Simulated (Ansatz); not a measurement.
# N₂H radical: one molecule under many settings

How do the results and run time of N₂H radical respond when the settings are drawn wide?

Computed with Ansatz 0.2.0, Gaussian basis. Level: the settings change from run to run.

## 1. The molecule

The structure was relaxed beforehand with PBE0-D4 in a triple-zeta def2 set.

3 atoms, charge 0, spin multiplicity 2.

Atoms are counted from 1 here; the program's logs count them from 0.

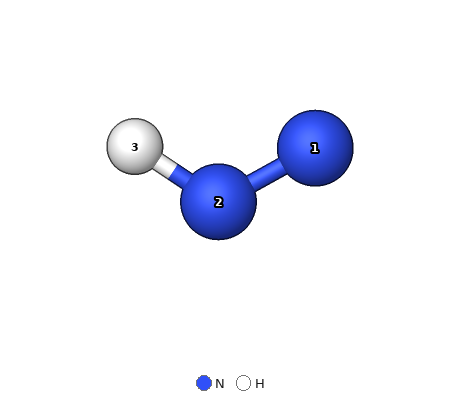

The structure; nitrogen blue, hydrogen white; atoms are numbered from 1 in the order of the file.

## 2. PBE0/6-31G*

Set apart from the defaults: multiplicity 4, restricted open-shell orbitals, D3(BJ) dispersion.

The input, in.yaml:

```yaml
crystal:
  periodic: [false, false, false]
  atoms:
    - {symbol: N, position_ang: [0.710751, -0.606539, 0.326321]}
    - {symbol: N, position_ang: [-0.268546, -0.217743, -0.170047]}
    - {symbol: H, position_ang: [-0.442195, 0.824282, -0.156274]}
basis:
  gaussian: {orbitals: "6-31G*"}
magnetization: {spin_polarized: false, initial_magnetization: 3}
hamiltonian: {xc: {name: PBE0}, dispersion: d3bj}
output: {forces: true}
```

Run with:

```console
$ ansatz run in.yaml --threads 2 --pin off --events-out ev --progress --plain --max-ram 32768MiB --backend cpu
```

Output:

```text
Functional definition: PBE0
  name "PBE0"
  cite "Adamo & Barone, J. Chem. Phys. 110, 6158 (1999) doi:10.1063/1.478522"
  cite "Perdew, Burke & Ernzerhof, Phys. Rev. Lett. 77, 3865 (1996) doi:10.1103/PhysRevLett.77.3865"
  parent pbe
  parameter a = 0.25
  parameter kappa = 0.804
  parameter beta = 0.06672455060314922
  exchange = (1 - a)*pbe_x(kappa = kappa, mu = beta*pi^2/3) + a*exact_x
  correlation = pbe_c(beta = beta)
308 factors; integrals over basis functions are off by at most 8.4e-4 eV
mean field evaluation 1: about -2983.4226 eV, gradient 2.0e1 eV
mean field evaluation 2: about -2983.4179 eV, gradient 2.0e1 eV
mean field evaluation 4: about -2984.4532 eV, gradient 2.6e0 eV
mean field evaluation 8: about -2984.4738 eV, gradient 8.7e-2 eV
mean field evaluation 16: about -2984.4739 eV, gradient 6.7e-5 eV
mean field -2984.47388018 eV, -109.6773921476 hartree, gradient 7.8e-7 eV, S^2 3.750000; 1 other end points of the search recorded, 0 dependent functions left out
the calculation of the forces begins
reference -2984.47389007 eV, -109.6773925110 hartree; 9, 6 occupied and 23, 26 virtual orbitals, 308 factors
Total energy: -2984.49097692 eV, -109.6780204413 hartree
Atom 0 at     0.710751    -0.606539     0.326321 Å, force    12.190583    -4.859395     6.176893 eV/Å
Atom 1 at    -0.268546    -0.217743    -0.170047 Å, force   -12.284038     5.530424    -6.157951 eV/Å
Atom 2 at    -0.442195     0.824282    -0.156274 Å, force     0.093455    -0.671029    -0.018943 eV/Å
Dipole moment:    -0.162309     0.214538    -0.066567 e Å
```

Wall time 0.81 s (2 threads of AMD EPYC 7R13, shared host).

Largest force 14.812 eV/Å, dipole 1.33 D.

## 3. B97M-V/ANO-RCC-VTZP

The input, in.yaml:

```yaml
crystal:
  periodic: [false, false, false]
  atoms:
    - {symbol: N, position_ang: [0.710751, -0.606539, 0.326321]}
    - {symbol: N, position_ang: [-0.268546, -0.217743, -0.170047]}
    - {symbol: H, position_ang: [-0.442195, 0.824282, -0.156274]}
basis:
  gaussian: {orbitals: ANO-RCC-VTZP}
magnetization: {spin_polarized: true, initial_magnetization: 1}
hamiltonian: {xc: {name: B97M-V}}
```

The command is unchanged.

Output, shortened:

```text
Functional definition: B97M-V
  name "B97M-V"
  cite "Mardirossian & Head-Gordon, J. Chem. Phys. 142, 074111 (2015) doi:10.1063/1.4907719"
  cite "Becke, J. Chem. Phys. 107, 8554 (1997) doi:10.1063/1.475007"
  cite "Vydrov & Van Voorhis, J. Chem. Phys. 133, 244103 (2010) doi:10.1063/1.3521275"
  # Of w^i u^j: cxij and so on, Table III.
[...]
  gx(w, u) = cx00 + cx01*u + cx02*u^2 + (cx10 + cx11*u)*w
  gss(w, u) = css00 + css02*u^2 + css10*w + (css32*w^3 + css42*w^4)*u^2
  gos(w, u) = cos00 + cos01*u + cos03*u^3 + cos10*w + cos32*w^3*u^2
[...]
      + integral(e_c_pw_mod_opposite_spin*gos(b97_w_opposite, b97_u_opposite)) + vv10(b, c)
521 factors; their error is unknown
[...]
mean field -2996.47435555 eV, -110.1184014834 hartree, gradient 3.9e-5 eV, S^2 0.755054; 0 other end points of the search recorded, 0 dependent functions left out
reference -2996.47441121 eV, -110.1184035285 hartree; 8, 7 occupied and 66, 67 virtual orbitals, 521 factors
Total energy: -2996.47441121 eV, -110.1184035285 hartree
Relativity: scalar
```

Run time: 2.6 s. Hardware: 2 threads of AMD EPYC 7R13, shared host.

⟨S²⟩ 0.755.

## 4. B3LYP5/def2-SVP

This run has atoms shaken by 0.08 Å.

The input, in.yaml:

```yaml
crystal:
  periodic: [false, false, false]
  atoms:
    - {symbol: N, position_ang: [0.839961, -0.596189, 0.437121]}
    - {symbol: N, position_ang: [-0.193902, -0.306641, -0.168698]}
    - {symbol: H, position_ang: [-0.518091, 0.774450, -0.239984]}
basis:
  gaussian: {orbitals: def2-SVP}
magnetization: {spin_polarized: true, initial_magnetization: 1}
hamiltonian: {xc: {name: B3LYP5}}
output: {forces: true}
```

Same command.

Output, shortened:

```text
Functional definition: B3LYP5
  name "B3LYP5"
  cite "Stephens, Devlin, Chabalowski & Frisch, J. Phys. Chem. 98, 11623 (1994) doi:10.1021/j100096a001"
  cite "Becke, Phys. Rev. A 38, 3098 (1988) doi:10.1103/PhysRevA.38.3098"
  cite "Lee, Yang & Parr, Phys. Rev. B 37, 785 (1988) doi:10.1103/PhysRevB.37.785"
  cite "Vosko, Wilk & Nusair, Can. J. Phys. 58, 1200 (1980) doi:10.1139/p80-159"
[...]
337 factors; integrals over basis functions are off by at most 1.4e-3 eV
[...]
mean field -2990.03817419 eV, -109.8818761810 hartree, gradient 4.2e-5 eV, S^2 0.756787; 0 other end points of the search recorded, 0 dependent functions left out
[...]
reference -2990.03829919 eV, -109.8818807743 hartree; 8, 7 occupied and 25, 26 virtual orbitals, 337 factors
Total energy: -2990.03829919 eV, -109.8818807743 hartree
Atom 0 at     0.839961    -0.596189     0.437121 Å, force    -4.472433     1.565579    -2.583226 eV/Å
Atom 1 at    -0.193902    -0.306641    -0.168698 Å, force     3.687222     0.054707     2.290938 eV/Å
Atom 2 at    -0.518091     0.774450    -0.239984 Å, force     0.785211    -1.620286     0.292288 eV/Å
Dipole moment:    -0.182910     0.353385    -0.070969 e Å
```

It took 0.61 s on 2 threads of AMD EPYC 7R13, shared host.

Largest force 5.397 eV/Å, dipole 1.94 D, ⟨S²⟩ 0.757.

## 5. PBE/def2-TZVPD

This run has D3(BJ) with three-body dispersion.

The input, in.yaml:

```yaml
crystal:
  periodic: [false, false, false]
  atoms:
    - {symbol: N, position_ang: [0.710751, -0.606539, 0.326321]}
    - {symbol: N, position_ang: [-0.268546, -0.217743, -0.170047]}
    - {symbol: H, position_ang: [-0.442195, 0.824282, -0.156274]}
basis:
  gaussian: {orbitals: def2-TZVPD}
magnetization: {spin_polarized: true, initial_magnetization: 1}
hamiltonian: {xc: {name: PBE}, dispersion: d3bjatm}
output: {forces: true}
```

Launched as before.

Output, shortened:

```text
Functional definition: PBE
  name "PBE"
  cite "Perdew, Burke & Ernzerhof, Phys. Rev. Lett. 77, 3865 (1996) doi:10.1103/PhysRevLett.77.3865"
  parent pbe
[...]
409 factors; their error is unknown
[...]
mean field -2992.09694543 eV, -109.9575346283 hartree, gradient 8.9e-5 eV, S^2 0.753118; 0 other end points of the search recorded, 0 dependent functions left out
[...]
reference -2992.09697595 eV, -109.9575357499 hartree; 8, 7 occupied and 75, 76 virtual orbitals, 409 factors
Total energy: -2992.11837525 eV, -109.9583221598 hartree
Atom 0 at     0.710751    -0.606539     0.326321 Å, force     0.943996    -0.474893     0.468003 eV/Å
Atom 1 at    -0.268546    -0.217743    -0.170047 Å, force    -0.755703    -0.090413    -0.423878 eV/Å
Atom 2 at    -0.442195     0.824282    -0.156274 Å, force    -0.188293     0.565305    -0.044125 eV/Å
Dipole moment:    -0.162450     0.334537    -0.054092 e Å
```

Run time: 0.86 s. Hardware: 2 threads of AMD EPYC 7R13, shared host.

Largest force 1.156 eV/Å, dipole 1.81 D, ⟨S²⟩ 0.753.

## 6. wB97/6-31G

Set apart from the defaults: coordinates scaled by 1.25.

The input, in.yaml:

```yaml
crystal:
  periodic: [false, false, false]
  atoms:
    - {symbol: N, position_ang: [0.888438, -0.758173, 0.407901]}
    - {symbol: N, position_ang: [-0.335682, -0.272179, -0.212559]}
    - {symbol: H, position_ang: [-0.552743, 1.030352, -0.195342]}
basis:
  gaussian: {orbitals: 6-31G}
magnetization: {spin_polarized: true, initial_magnetization: 1}
hamiltonian: {xc: {name: wB97}}
output: {forces: true}
```

Same command.

Output, shortened:

```text
Functional definition: wB97
  name "wB97"
  cite "Chai & Head-Gordon, J. Chem. Phys. 128, 084106 (2008) doi:10.1063/1.2834918"
  cite "Becke, J. Chem. Phys. 107, 8554 (1997) doi:10.1063/1.475007"
[...]
  # The coefficients of nought are those of the uniform gas.
[...]
      + integral(e_c_pw_opposite_spin*poly(b97_u_opposite, 1, cos1, cos2, cos3, cos4))
299 factors; integrals over basis functions are off by at most 2.6e-4 eV
96 factors; integrals over basis functions are off by at most 2.2e-5 eV
[...]
mean field -2989.50344136 eV, -109.8622251116 hartree, gradient 3.1e-5 eV, S^2 1.013600; 0 other end points of the search recorded, 0 dependent functions left out
[...]
reference -2989.50343849 eV, -109.8622250062 hartree; 8, 7 occupied and 12, 13 virtual orbitals, 299 factors
Total energy: -2989.50343849 eV, -109.8622250062 hartree
Atom 0 at     0.888438    -0.758173     0.407901 Å, force    -7.509628     3.624977    -3.739027 eV/Å
Atom 1 at    -0.335682    -0.272179    -0.212559 Å, force     6.191495     0.655547     3.463939 eV/Å
Atom 2 at    -0.552743     1.030352    -0.195342 Å, force     1.318133    -4.280525     0.275088 eV/Å
Dipole moment:    -0.071011     0.427400     0.005766 e Å
```

Run time: 0.9 s. Hardware: 2 threads of AMD EPYC 7R13, shared host.

Largest force 9.139 eV/Å, dipole 2.08 D, ⟨S²⟩ 1.014. The spin excess of 0.26 shows a contaminated determinant.

## 7. B3LYP/aug-cc-pVDZ

The input, in.yaml:

```yaml
crystal:
  periodic: [false, false, false]
  atoms:
    - {symbol: N, position_ang: [0.710751, -0.606539, 0.326321]}
    - {symbol: N, position_ang: [-0.268546, -0.217743, -0.170047]}
    - {symbol: H, position_ang: [-0.442195, 0.824282, -0.156274]}
basis:
  gaussian: {orbitals: aug-cc-pVDZ}
magnetization: {spin_polarized: true, initial_magnetization: 1}
hamiltonian: {xc: {name: B3LYP}}
output: {forces: true}
```

Launched as before.

Output, shortened:

```text
Functional definition: B3LYP
  name "B3LYP"
  cite "Stephens, Devlin, Chabalowski & Frisch, J. Phys. Chem. 98, 11623 (1994) doi:10.1021/j100096a001"
  cite "Becke, Phys. Rev. A 38, 3098 (1988) doi:10.1103/PhysRevA.38.3098"
  cite "Lee, Yang & Parr, Phys. Rev. B 37, 785 (1988) doi:10.1103/PhysRevB.37.785"
  cite "Vosko, Wilk & Nusair, Can. J. Phys. 58, 1200 (1980) doi:10.1139/p80-159"
[...]
545 factors; integrals over basis functions are off by at most 9.0e-4 eV
[...]
mean field -2994.66251622 eV, -110.0518176159 hartree, gradient 2.1e-5 eV, S^2 0.755125; 0 other end points of the search recorded, 0 dependent functions left out
[...]
reference -2994.66274259 eV, -110.0518259347 hartree; 8, 7 occupied and 47, 48 virtual orbitals, 545 factors
Total energy: -2994.66274259 eV, -110.0518259347 hartree
Atom 0 at     0.710751    -0.606539     0.326321 Å, force     1.220130    -0.520737     0.614637 eV/Å
Atom 1 at    -0.268546    -0.217743    -0.170047 Å, force    -1.146288     0.282520    -0.599062 eV/Å
Atom 2 at    -0.442195     0.824282    -0.156274 Å, force    -0.073842     0.238216    -0.015576 eV/Å
Dipole moment:    -0.161313     0.353929    -0.051440 e Å
```

It took 1 s on 2 threads of AMD EPYC 7R13, shared host.

Largest force 1.462 eV/Å, dipole 1.88 D, ⟨S²⟩ 0.755.

## 8. B2GP-PLYP/def2-TZVPD

Options: charge +1, multiplicity 1, high accuracy.

The input, in.yaml:

```yaml
crystal:
  periodic: [false, false, false]
  atoms:
    - {symbol: N, position_ang: [0.710751, -0.606539, 0.326321]}
    - {symbol: N, position_ang: [-0.268546, -0.217743, -0.170047]}
    - {symbol: H, position_ang: [-0.442195, 0.824282, -0.156274]}
basis:
  gaussian: {orbitals: def2-TZVPD}
total_charge: 1
hamiltonian: {xc: {name: B2GP-PLYP}}
accuracy: high
```

Same command.

Output, shortened:

```text
Functional definition: B2GP-PLYP
  name "B2GP-PLYP"
  cite "Karton, Tarnopolsky, Lamère, Schatz & Martin, J. Phys. Chem. A 112, 12868 (2008) doi:10.1021/jp801805p"
  cite "Becke, Phys. Rev. A 38, 3098 (1988) doi:10.1103/PhysRevA.38.3098"
  cite "Lee, Yang & Parr, Phys. Rev. B 37, 785 (1988) doi:10.1103/PhysRevB.37.785"
[...]
1276 factors; integrals over basis functions are off by at most 3.7e-9 eV
[...]
mean field -2978.77531155 eV, -109.4679736132 hartree, gradient 4.5e-8 eV, S^2 0.000000; 0 other end points of the search recorded, 0 dependent functions left out
2 core orbitals not correlated: weight in the atoms' cores, before any rotation towards them, 1.000 or more for the frozen orbitals, at most 0.000 for the correlated occupied ones
reference -2978.77532245 eV, -109.4679740137 hartree; 5, 5 occupied and 76, 76 virtual orbitals, 1276 factors
second order -12.59783203 eV of doubles, -0.00000000 eV of singles
Total energy: -2983.31054198 eV, -109.6346402574 hartree
```

Wall time 2.3 s (2 threads of AMD EPYC 7R13, shared host).

## 9. PBEsol/def2-TZVP

This run has a grid of angular degree 47, finite nuclei, D3(BJ) with three-body dispersion, the search for lower states set to light.

Edit in.yaml of step 8 so:

```diff
@@ -7,5 +7,5 @@
 basis:
-  gaussian: {orbitals: def2-TZVPD}
-total_charge: 1
-hamiltonian: {xc: {name: B2GP-PLYP}}
-accuracy: high
+  gaussian: {orbitals: def2-TZVP, final_grid: {core_spheres: 20, valence_spheres: 16, degree: 47}, nuclear_model: gaussian}
+magnetization: {spin_polarized: true, initial_magnetization: 1}
+hamiltonian: {xc: {name: PBEsol}, dispersion: d3bjatm}
+scf: {lower_state_search: light}
```

Same command.

Output:

```text
Functional definition: PBEsol
  name "PBEsol"
  cite "Perdew et al., Phys. Rev. Lett. 100, 136406 (2008) doi:10.1103/PhysRevLett.100.136406"
  cite "Perdew, Burke & Ernzerhof, Phys. Rev. Lett. 77, 3865 (1996) doi:10.1103/PhysRevLett.77.3865"
  parent pbesol
  exchange = pbesol_x
  correlation = pbesol_c
354 factors; their error is unknown
mean field evaluation 1: about -2977.9464 eV, gradient 2.7e1 eV
mean field evaluation 2: about -2975.6930 eV, gradient 3.4e1 eV
mean field evaluation 4: about -2980.7376 eV, gradient 5.2e0 eV
mean field evaluation 8: about -2980.8300 eV, gradient 3.2e-2 eV
mean field evaluation 16: about -2980.8300 eV, gradient 1.2e-5 eV
mean field -2980.83004712 eV, -109.5434837524 hartree, gradient 1.2e-5 eV, S^2 0.752706; 0 other end points of the search recorded, 0 dependent functions left out
reference -2980.83006977 eV, -109.5434845848 hartree; 8, 7 occupied and 60, 61 virtual orbitals, 354 factors
Total energy: -2980.83646804 eV, -109.5437197168 hartree
```

Run time: 0.76 s. Hardware: 2 threads of AMD EPYC 7R13, shared host.

⟨S²⟩ 0.753.

## 10. SPW92/6-31++G**

This run has the search for lower states set to full.

The input, in.yaml:

```yaml
crystal:
  periodic: [false, false, false]
  atoms:
    - {symbol: N, position_ang: [0.710751, -0.606539, 0.326321]}
    - {symbol: N, position_ang: [-0.268546, -0.217743, -0.170047]}
    - {symbol: H, position_ang: [-0.442195, 0.824282, -0.156274]}
basis:
  gaussian: {orbitals: "6-31++G**"}
magnetization: {spin_polarized: true, initial_magnetization: 1}
hamiltonian: {xc: {name: SPW92}}
scf: {lower_state_search: full}
```

Same command.

Output:

```text
Functional definition: SPW92
  name "SPW92"
  cite "Dirac, Proc. Camb. Phil. Soc. 26, 376 (1930) doi:10.1017/S0305004100016108"
  cite "Slater, Phys. Rev. 81, 385 (1951) doi:10.1103/PhysRev.81.385"
  cite "Perdew & Wang, Phys. Rev. B 45, 13244 (1992) doi:10.1103/PhysRevB.45.13244"
  exchange = slater_x
  correlation = pw_c
458 factors; their error is unknown
mean field evaluation 1: about -2966.6345 eV, gradient 2.7e1 eV
mean field evaluation 2: about -2963.3712 eV, gradient 3.7e1 eV
mean field evaluation 4: about -2969.8067 eV, gradient 5.4e0 eV
mean field evaluation 8: about -2969.9009 eV, gradient 2.3e-2 eV
mean field evaluation 16: about -2966.6113 eV, gradient 2.7e1 eV
mean field evaluation 32: about -2969.9009 eV, gradient 2.8e-2 eV
mean field evaluation 64: about -2969.9008 eV, gradient 1.8e-1 eV
mean field -2969.90092838 eV, -109.1418460469 hartree, gradient 8.2e-5 eV, S^2 0.751941; 3 other end points of the search recorded, 0 dependent functions left out
reference -2969.90097946 eV, -109.1418479238 hartree; 8, 7 occupied and 36, 37 virtual orbitals, 458 factors
Total energy: -2969.90097946 eV, -109.1418479238 hartree
```

Run time: 0.6 s. Hardware: 2 threads of AMD EPYC 7R13, shared host.

⟨S²⟩ 0.752.

## 11. The runs in one table

```csv
level,charge,multiplicity,geometry,functions,energy (eV),time
PBE0/6-31G*,0,4,relaxed,32,-2984.491,0.81 s
B97M-V/ANO-RCC-VTZP,0,2,relaxed,74,-2996.474,2.6 s
B3LYP5/def2-SVP,0,2,shaken,33,-2990.038,0.61 s
PBE/def2-TZVPD,0,2,relaxed,83,-2992.118,0.86 s
wB97/6-31G,0,2,scaled,20,-2989.503,0.9 s
B3LYP/aug-cc-pVDZ,0,2,relaxed,55,-2994.663,1 s
B2GP-PLYP/def2-TZVPD,1,1,relaxed,83,-2983.311,2.3 s
PBEsol/def2-TZVP,0,2,relaxed,68,-2980.836,0.76 s
SPW92/6-31++G**,0,2,relaxed,44,-2969.901,0.6 s
```

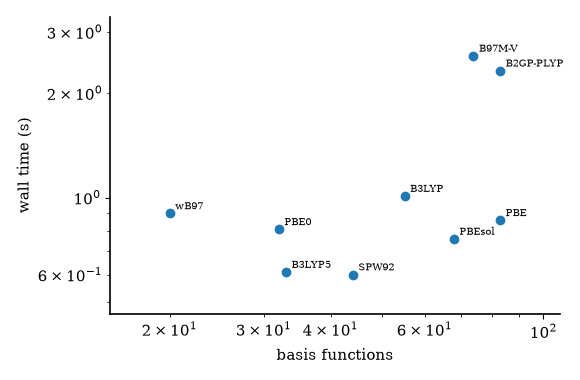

Wall time against the number of basis functions (shared host).

## 12. What came out

```
                                         quantity                       value
                                             runs                           9
                                         quickest      SPW92/6-31++G**, 0.6 s
                                          slowest  B97M-V/ANO-RCC-VTZP, 2.6 s
spread of total energies, same state and geometry                     26.6 eV
                  dipole, same state and geometry              1.81 to 1.88 D
```

Run time spans a factor of 4, from SPW92/6-31++G** to B97M-V/ANO-RCC-VTZP. The jobs differ in tasks and options as well as level. The totals spread over 27 eV; they can't be compared across methods or bases. At the PBE0-D4/def2-TZVP geometry and in the same state, runs without warnings or point charges leave forces up to 1.46 eV/Å (B3LYP/aug-cc-pVDZ), against 9.1 eV/Å where the atoms were moved.
